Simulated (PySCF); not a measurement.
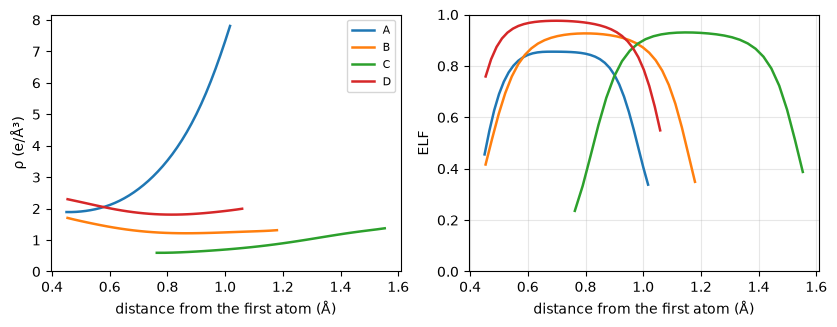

C₂H₇F₃SSi₂. Electron density and electron localisation function along straight lines between neighbouring atoms. The curves leave out the atomic cores.

Geometry: GFN2-xTB.

Theory: PySCF, CAM-B3LYP/def2-SVPD, SCF density, gas phase.

Input file:

```
{"job": {"kind": "uv", "xc": "CAM-B3LYP", "basis": "def2-SVPD", "nstates": 8, "ntriplets": 3}, "charge": 0, "multiplicity": 1}
F      3.780025    -0.386569    -0.206769
C      2.552796     0.163518    -0.134744
F      2.066323     0.137739    -1.386604
F      2.729534     1.446955     0.182217
C      1.683268    -0.592372     0.845485
S      0.135349     0.273175     1.229694
Si    -1.037580     0.015761    -0.589737
Si    -3.242358     0.350327     0.017498
H      2.229575    -0.684129     1.784203
H      1.474914    -1.580005     0.433805
H     -0.467139     0.940395    -1.566069
H     -0.651336    -1.335199    -1.008465
H     -4.060468     0.208434    -1.188846
H     -3.480638     1.682811     0.572802
H     -3.716677    -0.632853     0.993617
```

Command:

```sh
OMP_NUM_THREADS=1 python probes_run.py task.json out
```

### Which curve belongs to which contact (C–C, C–F, C–S and Si–S)? The first atom named is at distance zero.

Curve A: C–F (1.33 Å): ρ is about 2.4 e/Å³ halfway, with its minimum of 1.9 e/Å³ about 0.5 Å from C; the ELF peaks at about 0.85 between the atoms: a polar covalent bond. Curve B: C–S (1.81 Å): the density is about 1.2 e/Å³ at the midpoint; the ELF peaks at about 0.95 between the atoms: a shared electron pair. Curve C: Si–S (2.18 Å): ρ at the midpoint is about 0.77 e/Å³; the ELF peaks at about 0.95 between the atoms (localised, covalent bonding). Curve D: C–C (1.51 Å): ρ is about 1.8 e/Å³ halfway; the ELF peaks at about 1 between the atoms: a covalent bond.
